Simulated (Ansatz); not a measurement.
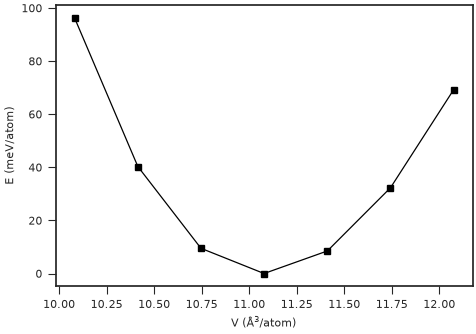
*Co₃Mo in space group P6_3/mmc (No. 194; Co on 6h, Mo on 2c) under volume change, DFT-PBEsol in the program Ansatz with PAW potentials, shape and atoms relaxed at each volume.*

Problem. What does a third-order Birch–Murnaghan fit give for V₀, B₀ and B′?

Solution. V₀ = 11.08 Å³/atom, B₀ = 290 GPa, B′ = 4.6.

The workflow started from a Materials Project entry (that database holds measured and hypothetical structures alike); the Crystallography Open Database files this formula in space group No. 194, but the cells were not matched. Whether it is the stable phase at ambient conditions was not checked. Symmetry was held in the PBEsol relaxation, as lowered by the spin order; its stability against distortions is not shown here. Spin order of the final state: ferrimagnetic, the only order run, not a proven ground state.

Potentials: the later of the program's two PAW sets.
